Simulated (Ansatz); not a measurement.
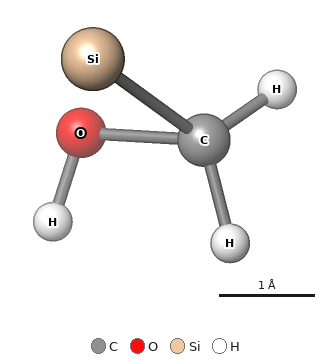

The input geometry (ball-and-stick view, seen at a tilt). Bond lengths as drawn: C–H 1.11 to 1.12 Å, C–O 1.48 Å, C–Si 1.93 Å and H–O 0.99 Å.

Molecular dynamics, with input and output: CH₃OSi (charge −1) (part 1 of 5)

- system: CH₃OSi, charge −1
- method: RKS LDA/def2-TZVP (Ansatz 0.2.0)

It belongs to a series of runs on one base structure; here: dynamics from the highest image of the converged band.

## Log
```
Engine: ansatz 0.2.0, x86_64-unknown-linux-gnu
Functional definition: SPW92
  exchange = slater_x
  correlation = pw_c
715 factors; their error is unknown
mean field evaluation 1: about -10948.7291 eV, gradient 3.8e1 eV
mean field evaluation 2: about -10918.8699 eV, gradient 1.0e2 eV
mean field evaluation 4: about -10948.5353 eV, gradient 2.7e1 eV
mean field evaluation 8: about -10952.4708 eV, gradient 1.9e0 eV
mean field evaluation 16: about -10952.4891 eV, gradient 5.1e-1 eV
mean field evaluation 32: about -10952.2740 eV, gradient 2.2e0 eV
mean field -10952.49210854 eV, -402.4966611230 hartree, gradient 5.5e-5 eV, S^2 0.000000; 4 other end points of the search recorded, 0 dependent functions left out
the calculation of the forces begins
reference -10952.49213731 eV, -402.4966621804 hartree; 16, 16 occupied and 101, 101 virtual orbitals, 715 factors
md step     0: t =     0.00 fs  T =   100.0 K  F+E_penalty+E_count = -10952.49210854 eV  E_kin = 0.051704 eV  conserved = -10952.44040454 eV  (95 SCF iters)
these checks for a lower state are left out or cut short: starts, cluster_reference, orbital_swaps, neighbouring_geometries, increment
715 factors; their error is unknown
mean field -10952.48959365 eV, -402.4965687027 hartree, gradient 2.7e-5 eV, S^2 0.000000; 0 other end points of the search recorded, 0 dependent functions left out
the calculation of the forces begins
reference -10952.48962238 eV, -402.4965697582 hartree; 16, 16 occupied and 101, 101 virtual orbitals, 715 factors
md step     1: t =     0.50 fs  T =    95.2 K  F+E_penalty+E_count = -10952.48959365 eV  E_kin = 0.049218 eV  conserved = -10952.44037551 eV  (37 SCF iters)
[... from here on the SCF iterations and repeated set-up lines of each step are left out, up to the last step ...]
md step     2: t =     1.00 fs  T =    82.0 K  F+E_penalty+E_count = -10952.48266713 eV  E_kin = 0.042410 eV  conserved = -10952.44025670 eV  (38 SCF iters)
md step     3: t =     1.50 fs  T =    64.2 K  F+E_penalty+E_count = -10952.47325962 eV  E_kin = 0.033181 eV  conserved = -10952.44007844 eV  (38 SCF iters)
md step     4: t =     2.00 fs  T =    47.0 K  F+E_penalty+E_count = -10952.46420125 eV  E_kin = 0.024303 eV  conserved = -10952.43989842 eV  (38 SCF iters)
md step     5: t =     2.50 fs  T =    35.8 K  F+E_penalty+E_count = -10952.45831825 eV  E_kin = 0.018536 eV  conserved = -10952.43978239 eV  (40 SCF iters)
md step     6: t =     3.00 fs  T =    34.1 K  F+E_penalty+E_count = -10952.45742320 eV  E_kin = 0.017649 eV  conserved = -10952.43977432 eV  (41 SCF iters)
md step     7: t =     3.50 fs  T =    42.1 K  F+E_penalty+E_count = -10952.46164522 eV  E_kin = 0.021771 eV  conserved = -10952.43987405 eV  (40 SCF iters)
md step     8: t =     4.00 fs  T =    56.8 K  F+E_penalty+E_count = -10952.46942958 eV  E_kin = 0.029391 eV  conserved = -10952.44003877 eV  (40 SCF iters)
md step     9: t =     4.50 fs  T =    73.5 K  F+E_penalty+E_count = -10952.47818552 eV  E_kin = 0.037978 eV  conserved = -10952.44020721 eV  (39 SCF iters)
md step    10: t =     5.00 fs  T =    86.8 K  F+E_penalty+E_count = -10952.48522918 eV  E_kin = 0.044900 eV  conserved = -10952.44032873 eV  (40 SCF iters)
md step    11: t =     5.50 fs  T =    93.2 K  F+E_penalty+E_count = -10952.48859123 eV  E_kin = 0.048213 eV  conserved = -10952.44037851 eV  (40 SCF iters)
md step    12: t =     6.00 fs  T =    91.1 K  F+E_penalty+E_count = -10952.48745603 eV  E_kin = 0.047105 eV  conserved = -10952.44035131 eV  (40 SCF iters)
md step    13: t =     6.50 fs  T =    81.3 K  F+E_penalty+E_count = -10952.48229080 eV  E_kin = 0.042043 eV  conserved = -10952.44024778 eV  (39 SCF iters)
md step    14: t =     7.00 fs  T =    67.2 K  F+E_penalty+E_count = -10952.47480630 eV  E_kin = 0.034723 eV  conserved = -10952.44008349 eV  (39 SCF iters)
md step    15: t =     7.50 fs  T =    53.7 K  F+E_penalty+E_count = -10952.46764675 eV  E_kin = 0.027742 eV  conserved = -10952.43990506 eV  (39 SCF iters)
md step    16: t =     8.00 fs  T =    46.1 K  F+E_penalty+E_count = -10952.46363586 eV  E_kin = 0.023857 eV  conserved = -10952.43977878 eV  (38 SCF iters)
md step    17: t =     8.50 fs  T =    48.4 K  F+E_penalty+E_count = -10952.46475792 eV  E_kin = 0.025002 eV  conserved = -10952.43975565 eV  (38 SCF iters)
md step    18: t =     9.00 fs  T =    61.0 K  F+E_penalty+E_count = -10952.47138746 eV  E_kin = 0.031547 eV  conserved = -10952.43984046 eV  (40 SCF iters)
md step    19: t =     9.50 fs  T =    81.7 K  F+E_penalty+E_count = -10952.48221956 eV  E_kin = 0.042229 eV  conserved = -10952.43999072 eV  (39 SCF iters)
md step    20: t =    10.00 fs  T =   105.9 K  F+E_penalty+E_count = -10952.49491941 eV  E_kin = 0.054775 eV  conserved = -10952.44014467 eV  (41 SCF iters)
md step    21: t =    10.50 fs  T =   129.2 K  F+E_penalty+E_count = -10952.50707935 eV  E_kin = 0.066826 eV  conserved = -10952.44025376 eV  (39 SCF iters)
md step    22: t =    11.00 fs  T =   148.3 K  F+E_penalty+E_count = -10952.51699417 eV  E_kin = 0.076697 eV  conserved = -10952.44029700 eV  (38 SCF iters)
md step    23: t =    11.50 fs  T =   162.0 K  F+E_penalty+E_count = -10952.52401699 eV  E_kin = 0.083741 eV  conserved = -10952.44027646 eV  (39 SCF iters)
md step    24: t =    12.00 fs  T =   170.9 K  F+E_penalty+E_count = -10952.52854625 eV  E_kin = 0.088341 eV  conserved = -10952.44020523 eV  (40 SCF iters)
md step    25: t =    12.50 fs  T =   177.4 K  F+E_penalty+E_count = -10952.53181215 eV  E_kin = 0.091711 eV  conserved = -10952.44010073 eV  (40 SCF iters)
md step    26: t =    13.00 fs  T =   184.9 K  F+E_penalty+E_count = -10952.53556562 eV  E_kin = 0.095578 eV  conserved = -10952.43998713 eV  (37 SCF iters)
md step    27: t =    13.50 fs  T =   196.8 K  F+E_penalty+E_count = -10952.54165823 eV  E_kin = 0.101761 eV  conserved = -10952.43989756 eV  (36 SCF iters)
md step    28: t =    14.00 fs  T =   215.9 K  F+E_penalty+E_count = -10952.55150727 eV  E_kin = 0.111642 eV  conserved = -10952.43986485 eV  (35 SCF iters)
md step    29: t =    14.50 fs  T =   243.1 K  F+E_penalty+E_count = -10952.56559759 eV  E_kin = 0.125696 eV  conserved = -10952.43990199 eV  (35 SCF iters)
md step    30: t =    15.00 fs  T =   277.2 K  F+E_penalty+E_count = -10952.58330003 eV  E_kin = 0.143311 eV  conserved = -10952.43998943 eV  (35 SCF iters)
md step    31: t =    15.50 fs  T =   315.4 K  F+E_penalty+E_count = -10952.60317924 eV  E_kin = 0.163095 eV  conserved = -10952.44008462 eV  (35 SCF iters)
md step    32: t =    16.00 fs  T =   354.9 K  F+E_penalty+E_count = -10952.62364207 eV  E_kin = 0.183492 eV  conserved = -10952.44014988 eV  (34 SCF iters)
md step    33: t =    16.50 fs  T =   393.3 K  F+E_penalty+E_count = -10952.64352319 eV  E_kin = 0.203348 eV  conserved = -10952.44017538 eV  (34 SCF iters)
md step    34: t =    17.00 fs  T =   429.6 K  F+E_penalty+E_count = -10952.66227532 eV  E_kin = 0.222098 eV  conserved = -10952.44017730 eV  (34 SCF iters)
md step    35: t =    17.50 fs  T =   463.4 K  F+E_penalty+E_count = -10952.67978123 eV  E_kin = 0.239606 eV  conserved = -10952.44017561 eV  (34 SCF iters)
md step    36: t =    18.00 fs  T =   495.0 K  F+E_penalty+E_count = -10952.69609095 eV  E_kin = 0.255916 eV  conserved = -10952.44017480 eV  (34 SCF iters)
md step    37: t =    18.50 fs  T =   524.5 K  F+E_penalty+E_count = -10952.71135519 eV  E_kin = 0.271191 eV  conserved = -10952.44016409 eV  (34 SCF iters)
md step    38: t =    19.00 fs  T =   552.8 K  F+E_penalty+E_count = -10952.72595596 eV  E_kin = 0.285823 eV  conserved = -10952.44013286 eV  (34 SCF iters)
md step    39: t =    19.50 fs  T =   581.3 K  F+E_penalty+E_count = -10952.74062482 eV  E_kin = 0.300541 eV  conserved = -10952.44008388 eV  (34 SCF iters)
md step    40: t =    20.00 fs  T =   611.8 K  F+E_penalty+E_count = -10952.75636182 eV  E_kin = 0.316327 eV  conserved = -10952.44003512 eV  (34 SCF iters)
md step    41: t =    20.50 fs  T =   646.2 K  F+E_penalty+E_count = -10952.77413633 eV  E_kin = 0.334125 eV  conserved = -10952.44001091 eV  (34 SCF iters)
md step    42: t =    21.00 fs  T =   685.6 K  F+E_penalty+E_count = -10952.79450047 eV  E_kin = 0.354470 eV  conserved = -10952.44003072 eV  (34 SCF iters)
md step    43: t =    21.50 fs  T =   729.5 K  F+E_penalty+E_count = -10952.81728741 eV  E_kin = 0.377187 eV  conserved = -10952.44010059 eV  (34 SCF iters)
md step    44: t =    22.00 fs  T =   776.2 K  F+E_penalty+E_count = -10952.84152477 eV  E_kin = 0.401315 eV  conserved = -10952.44020941 eV  (34 SCF iters)
md step    45: t =    22.50 fs  T =   822.5 K  F+E_penalty+E_count = -10952.86561853 eV  E_kin = 0.425288 eV  conserved = -10952.44033010 eV  (35 SCF iters)
md step    46: t =    23.00 fs  T =   865.2 K  F+E_penalty+E_count = -10952.88778343 eV  E_kin = 0.447357 eV  conserved = -10952.44042624 eV  (35 SCF iters)
md step    47: t =    23.50 fs  T =   901.6 K  F+E_penalty+E_count = -10952.90661026 eV  E_kin = 0.466146 eV  conserved = -10952.44046417 eV  (35 SCF iters)
md step    48: t =    24.00 fs  T =   930.6 K  F+E_penalty+E_count = -10952.92157664 eV  E_kin = 0.481148 eV  conserved = -10952.44042900 eV  (34 SCF iters)
md step    49: t =    24.50 fs  T =   953.4 K  F+E_penalty+E_count = -10952.93325809 eV  E_kin = 0.492920 eV  conserved = -10952.44033762 eV  (56 SCF iters)
md step    50: t =    25.00 fs  T =   972.5 K  F+E_penalty+E_count = -10952.94305256 eV  E_kin = 0.502814 eV  conserved = -10952.44023825 eV  (34 SCF iters)
md step    51: t =    25.50 fs  T =   990.7 K  F+E_penalty+E_count = -10952.95244130 eV  E_kin = 0.512251 eV  conserved = -10952.44019014 eV  (34 SCF iters)
md step    52: t =    26.00 fs  T =  1009.3 K  F+E_penalty+E_count = -10952.96209985 eV  E_kin = 0.521869 eV  conserved = -10952.44023046 eV  (34 SCF iters)
md step    53: t =    26.50 fs  T =  1027.0 K  F+E_penalty+E_count = -10952.97134449 eV  E_kin = 0.530993 eV  conserved = -10952.44035126 eV  (34 SCF iters)
md step    54: t =    27.00 fs  T =  1040.1 K  F+E_penalty+E_count = -10952.97825776 eV  E_kin = 0.537756 eV  conserved = -10952.44050195 eV  (34 SCF iters)
md step    55: t =    27.50 fs  T =  1044.1 K  F+E_penalty+E_count = -10952.98044972 eV  E_kin = 0.539833 eV  conserved = -10952.44061721 eV  (34 SCF iters)
md step    56: t =    28.00 fs  T =  1035.5 K  F+E_penalty+E_count = -10952.97605129 eV  E_kin = 0.535403 eV  conserved = -10952.44064811 eV  (34 SCF iters)
md step    57: t =    28.50 fs  T =  1013.3 K  F+E_penalty+E_count = -10952.96447764 eV  E_kin = 0.523900 eV  conserved = -10952.44057737 eV  (34 SCF iters)
md step    58: t =    29.00 fs  T =   979.2 K  F+E_penalty+E_count = -10952.94671639 eV  E_kin = 0.506299 eV  conserved = -10952.44041742 eV  (34 SCF iters)
md step    59: t =    29.50 fs  T =   938.0 K  F+E_penalty+E_count = -10952.92516185 eV  E_kin = 0.484964 eV  conserved = -10952.44019797 eV  (34 SCF iters)
md step    60: t =    30.00 fs  T =   895.9 K  F+E_penalty+E_count = -10952.90317120 eV  E_kin = 0.463217 eV  conserved = -10952.43995376 eV  (34 SCF iters)
md step    61: t =    30.50 fs  T =   860.3 K  F+E_penalty+E_count = -10952.88452793 eV  E_kin = 0.444811 eV  conserved = -10952.43971730 eV  (34 SCF iters)
md step    62: t =    31.00 fs  T =   838.3 K  F+E_penalty+E_count = -10952.87293356 eV  E_kin = 0.433418 eV  conserved = -10952.43951538 eV  (34 SCF iters)
md step    63: t =    31.50 fs  T =   835.9 K  F+E_penalty+E_count = -10952.87158452 eV  E_kin = 0.432216 eV  conserved = -10952.43936843 eV  (33 SCF iters)
md step    64: t =    32.00 fs  T =   857.9 K  F+E_penalty+E_count = -10952.88285003 eV  E_kin = 0.443559 eV  conserved = -10952.43929057 eV  (34 SCF iters)
md step    65: t =    32.50 fs  T =   906.6 K  F+E_penalty+E_count = -10952.90805689 eV  E_kin = 0.468769 eV  conserved = -10952.43928813 eV  (33 SCF iters)
md step    66: t =    33.00 fs  T =   982.6 K  F+E_penalty+E_count = -10952.94739789 eV  E_kin = 0.508039 eV  conserved = -10952.43935852 eV  (33 SCF iters)
md step    67: t =    33.50 fs  T =  1084.0 K  F+E_penalty+E_count = -10952.99998066 eV  E_kin = 0.560491 eV  conserved = -10952.43949005 eV  (32 SCF iters)
md step    68: t =    34.00 fs  T =  1207.6 K  F+E_penalty+E_count = -10953.06401926 eV  E_kin = 0.624356 eV  conserved = -10952.43966315 eV  (33 SCF iters)
md step    69: t =    34.50 fs  T =  1348.6 K  F+E_penalty+E_count = -10953.13714747 eV  E_kin = 0.697294 eV  conserved = -10952.43985334 eV  (32 SCF iters)
md step    70: t =    35.00 fs  T =  1502.3 K  F+E_penalty+E_count = -10953.21679005 eV  E_kin = 0.776749 eV  conserved = -10952.44004067 eV  (32 SCF iters)
md step    71: t =    35.50 fs  T =  1663.8 K  F+E_penalty+E_count = -10953.30046817 eV  E_kin = 0.860254 eV  conserved = -10952.44021457 eV  (32 SCF iters)
md step    72: t =    36.00 fs  T =  1828.8 K  F+E_penalty+E_count = -10953.38594597 eV  E_kin = 0.945567 eV  conserved = -10952.44037872 eV  (32 SCF iters)
md step    73: t =    36.50 fs  T =  1993.3 K  F+E_penalty+E_count = -10953.47116116 eV  E_kin = 1.030613 eV  conserved = -10952.44054821 eV  (33 SCF iters)
md step    74: t =    37.00 fs  T =  2153.1 K  F+E_penalty+E_count = -10953.55398942 eV  E_kin = 1.113254 eV  conserved = -10952.44073583 eV  (33 SCF iters)
md step    75: t =    37.50 fs  T =  2303.7 K  F+E_penalty+E_count = -10953.63203080 eV  E_kin = 1.191089 eV  conserved = -10952.44094183 eV  (33 SCF iters)
md step    76: t =    38.00 fs  T =  2439.7 K  F+E_penalty+E_count = -10953.70259040 eV  E_kin = 1.261443 eV  conserved = -10952.44114756 eV  (33 SCF iters)
md step    77: t =    38.50 fs  T =  2556.1 K  F+E_penalty+E_count = -10953.76293644 eV  E_kin = 1.321614 eV  conserved = -10952.44132197 eV  (33 SCF iters)
md step    78: t =    39.00 fs  T =  2648.4 K  F+E_penalty+E_count = -10953.81074366 eV  E_kin = 1.369307 eV  conserved = -10952.44143692 eV  (31 SCF iters)
md step    79: t =    39.50 fs  T =  2713.6 K  F+E_penalty+E_count = -10953.84451902 eV  E_kin = 1.403044 eV  conserved = -10952.44147497 eV  (32 SCF iters)
md step    80: t =    40.00 fs  T =  2751.1 K  F+E_penalty+E_count = -10953.86386470 eV  E_kin = 1.422429 eV  conserved = -10952.44143590 eV  (32 SCF iters)
md step    81: t =    40.50 fs  T =  2762.2 K  F+E_penalty+E_count = -10953.86949906 eV  E_kin = 1.428167 eV  conserved = -10952.44133243 eV  (34 SCF iters)
md step    82: t =    41.00 fs  T =  2750.1 K  F+E_penalty+E_count = -10953.86307965 eV  E_kin = 1.421895 eV  conserved = -10952.44118428 eV  (34 SCF iters)
md step    83: t =    41.50 fs  T =  2719.1 K  F+E_penalty+E_count = -10953.84691690 eV  E_kin = 1.405905 eV  conserved = -10952.44101199 eV  (52 SCF iters)
md step    84: t =    42.00 fs  T =  2674.5 K  F+E_penalty+E_count = -10953.82366897 eV  E_kin = 1.382836 eV  conserved = -10952.44083306 eV  (34 SCF iters)
md step    85: t =    42.50 fs  T =  2621.5 K  F+E_penalty+E_count = -10953.79607453 eV  E_kin = 1.355413 eV  conserved = -10952.44066138 eV  (34 SCF iters)
md step    86: t =    43.00 fs  T =  2565.0 K  F+E_penalty+E_count = -10953.76673817 eV  E_kin = 1.326230 eV  conserved = -10952.44050777 eV  (34 SCF iters)
md step    87: t =    43.50 fs  T =  2509.6 K  F+E_penalty+E_count = -10953.73796438 eV  E_kin = 1.297584 eV  conserved = -10952.44038041 eV  (33 SCF iters)
md step    88: t =    44.00 fs  T =  2458.9 K  F+E_penalty+E_count = -10953.71163047 eV  E_kin = 1.271345 eV  conserved = -10952.44028594 eV  (32 SCF iters)
md step    89: t =    44.50 fs  T =  2415.4 K  F+E_penalty+E_count = -10953.68908810 eV  E_kin = 1.248859 eV  conserved = -10952.44022889 eV  (31 SCF iters)
md step    90: t =    45.00 fs  T =  2380.6 K  F+E_penalty+E_count = -10953.67109744 eV  E_kin = 1.230886 eV  conserved = -10952.44021163 eV  (32 SCF iters)
md step    91: t =    45.50 fs  T =  2354.9 K  F+E_penalty+E_count = -10953.65780044 eV  E_kin = 1.217568 eV  conserved = -10952.44023282 eV  (32 SCF iters)
md step    92: t =    46.00 fs  T =  2337.3 K  F+E_penalty+E_count = -10953.64875116 eV  E_kin = 1.208465 eV  conserved = -10952.44028621 eV  (32 SCF iters)
md step    93: t =    46.50 fs  T =  2326.1 K  F+E_penalty+E_count = -10953.64302411 eV  E_kin = 1.202665 eV  conserved = -10952.44035943 eV  (32 SCF iters)
md step    94: t =    47.00 fs  T =  2318.9 K  F+E_penalty+E_count = -10953.63941385 eV  E_kin = 1.198979 eV  conserved = -10952.44043451 eV  (32 SCF iters)
md step    95: t =    47.50 fs  T =  2313.6 K  F+E_penalty+E_count = -10953.63671699 eV  E_kin = 1.196227 eV  conserved = -10952.44049013 eV  (31 SCF iters)
md step    96: t =    48.00 fs  T =  2308.4 K  F+E_penalty+E_count = -10953.63405966 eV  E_kin = 1.193553 eV  conserved = -10952.44050634 eV  (32 SCF iters)
md step    97: t =    48.50 fs  T =  2303.0 K  F+E_penalty+E_count = -10953.63119255 eV  E_kin = 1.190720 eV  conserved = -10952.44047232 eV  (32 SCF iters)
md step    98: t =    49.00 fs  T =  2298.2 K  F+E_penalty+E_count = -10953.62863879 eV  E_kin = 1.188245 eV  conserved = -10952.44039360 eV  (32 SCF iters)
md step    99: t =    49.50 fs  T =  2296.3 K  F+E_penalty+E_count = -10953.62759085 eV  E_kin = 1.187297 eV  conserved = -10952.44029417 eV  (32 SCF iters)
md step   100: t =    50.00 fs  T =  2300.3 K  F+E_penalty+E_count = -10953.62953241 eV  E_kin = 1.189323 eV  conserved = -10952.44020955 eV  (32 SCF iters)
md step   101: t =    50.50 fs  T =  2312.2 K  F+E_penalty+E_count = -10953.63569164 eV  E_kin = 1.195519 eV  conserved = -10952.44017285 eV  (32 SCF iters)
md step   102: t =    51.00 fs  T =  2333.2 K  F+E_penalty+E_count = -10953.64654233 eV  E_kin = 1.206344 eV  conserved = -10952.44019876 eV  (32 SCF iters)
md step   103: t =    51.50 fs  T =  2362.1 K  F+E_penalty+E_count = -10953.66158528 eV  E_kin = 1.221309 eV  conserved = -10952.44027656 eV  (32 SCF iters)
md step   104: t =    52.00 fs  T =  2396.6 K  F+E_penalty+E_count = -10953.67951264 eV  E_kin = 1.239136 eV  conserved = -10952.44037662 eV  (32 SCF iters)
md step   105: t =    52.50 fs  T =  2433.5 K  F+E_penalty+E_count = -10953.69866170 eV  E_kin = 1.258196 eV  conserved = -10952.44046533 eV  (32 SCF iters)
md step   106: t =    53.00 fs  T =  2469.9 K  F+E_penalty+E_count = -10953.71753619 eV  E_kin = 1.277017 eV  conserved = -10952.44051882 eV  (32 SCF iters)
md step   107: t =    53.50 fs  T =  2504.0 K  F+E_penalty+E_count = -10953.73518597 eV  E_kin = 1.294657 eV  conserved = -10952.44052910 eV  (32 SCF iters)
md step   108: t =    54.00 fs  T =  2535.3 K  F+E_penalty+E_count = -10953.75134505 eV  E_kin = 1.310843 eV  conserved = -10952.44050247 eV  (32 SCF iters)
md step   109: t =    54.50 fs  T =  2564.4 K  F+E_penalty+E_count = -10953.76634455 eV  E_kin = 1.325891 eV  conserved = -10952.44045395 eV  (32 SCF iters)
md step   110: t =    55.00 fs  T =  2592.6 K  F+E_penalty+E_count = -10953.78088499 eV  E_kin = 1.340484 eV  conserved = -10952.44040078 eV  (32 SCF iters)
md step   111: t =    55.50 fs  T =  2621.5 K  F+E_penalty+E_count = -10953.79576596 eV  E_kin = 1.355409 eV  conserved = -10952.44035732 eV  (32 SCF iters)
md step   112: t =    56.00 fs  T =  2652.2 K  F+E_penalty+E_count = -10953.81164504 eV  E_kin = 1.371310 eV  conserved = -10952.44033476 eV  (32 SCF iters)
md step   113: t =    56.50 fs  T =  2685.5 K  F+E_penalty+E_count = -10953.82885442 eV  E_kin = 1.388515 eV  conserved = -10952.44033899 eV  (32 SCF iters)
md step   114: t =    57.00 fs  T =  2721.1 K  F+E_penalty+E_count = -10953.84729658 eV  E_kin = 1.406925 eV  conserved = -10952.44037119 eV  (32 SCF iters)
md step   115: t =    57.50 fs  T =  2758.0 K  F+E_penalty+E_count = -10953.86641825 eV  E_kin = 1.425990 eV  conserved = -10952.44042778 eV  (32 SCF iters)
md step   116: t =    58.00 fs  T =  2794.3 K  F+E_penalty+E_count = -10953.88525928 eV  E_kin = 1.444758 eV  conserved = -10952.44050123 eV  (51 SCF iters)
md step   117: t =    58.50 fs  T =  2827.6 K  F+E_penalty+E_count = -10953.90257075 eV  E_kin = 1.461991 eV  conserved = -10952.44057994 eV  (32 SCF iters)
md step   118: t =    59.00 fs  T =  2855.4 K  F+E_penalty+E_count = -10953.91699692 eV  E_kin = 1.476347 eV  conserved = -10952.44064968 eV  (32 SCF iters)
md step   119: t =    59.50 fs  T =  2875.2 K  F+E_penalty+E_count = -10953.92729962 eV  E_kin = 1.486603 eV  conserved = -10952.44069627 eV  (32 SCF iters)
md step   120: t =    60.00 fs  T =  2885.4 K  F+E_penalty+E_count = -10953.93258484 eV  E_kin = 1.491876 eV  conserved = -10952.44070863 eV  (32 SCF iters)
```
